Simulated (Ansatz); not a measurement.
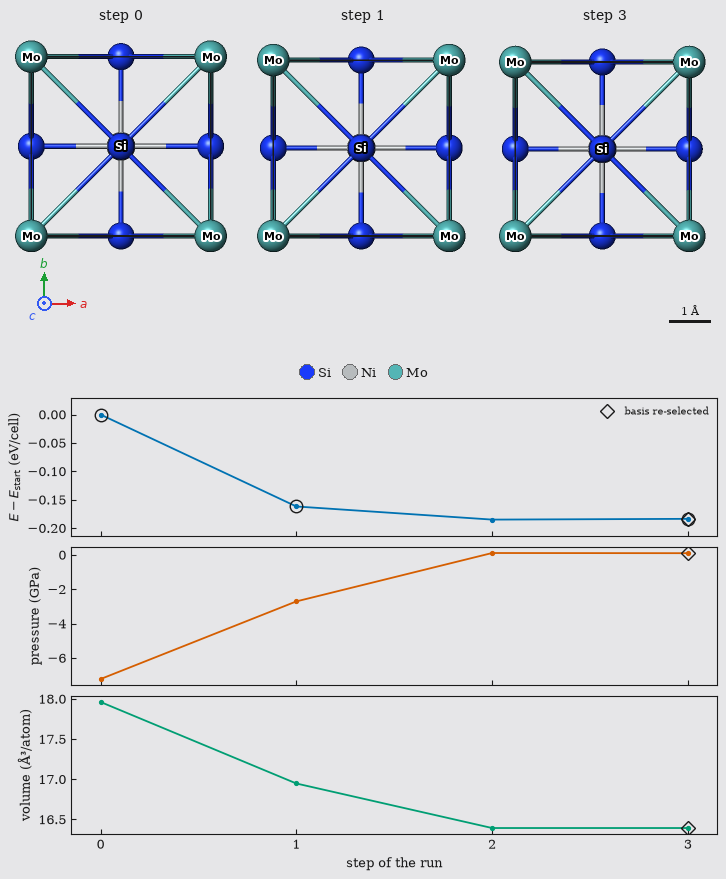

Frames of a relaxation of a crystal of Si₃NiMo (a generated structure, set up in Pm-3m) (coarse preliminary run), marked on the history of the run. Style: ball-and-stick. Shown: the cell of the calculation, along the c axis.

Computed with DFT PBE, scalar-relativistic, plane waves, PAW (Ansatz 0.2.0). (plane-wave cutoff 420 eV; k-point mesh 4 × 4 × 4; occupations gaussian; smearing width 0.1 eV; collinear spin; cell and atoms relaxed; force threshold 0.04 eV/Å; at most 70 steps)

What happens along the run?

Over 2 accepted moves (3 points after the start) the energy falls by 0.184 eV per cell of the calculation. All forces vanish by symmetry, so only the cell relaxes. The pressure goes from −7.23 to 0.10 GPa. The SCF was repeated once at an unchanged geometry on a basis and grid sized afresh for the cell, which shifted the energy by 1.3 meV per cell of the calculation at most. No atom moves by more than 0.005 Å relative to the cell. The volume changes by −8.7 %, with a = b = c 4.478 → 4.344 Å (−3.0 %). Among the contacts that change: Mo–Si 3.167 → 3.072 Å, Ni–Si 2.239 → 2.172 Å. The space group stays Pm-3m (No. 221). From step 0 to 1: volume −5.6 %, energy −0.162 eV per cell of the calculation. From step 1 to 3: volume −3.3 %, energy −21.8 meV per cell of the calculation.

| step | E − E(0), meV/atom | pressure, GPa | volume, Å³/atom | note |
| --- | --- | --- | --- | --- |
| 0 | 0.00 | -7.23 | 17.962 |  |
| 1 | -32.36 | -2.71 | 16.948 |  |
| 2 | -36.99 | 0.11 | 16.393 |  |
| 3 | -36.72 | 0.10 | 16.393 | same geometry, new basis |
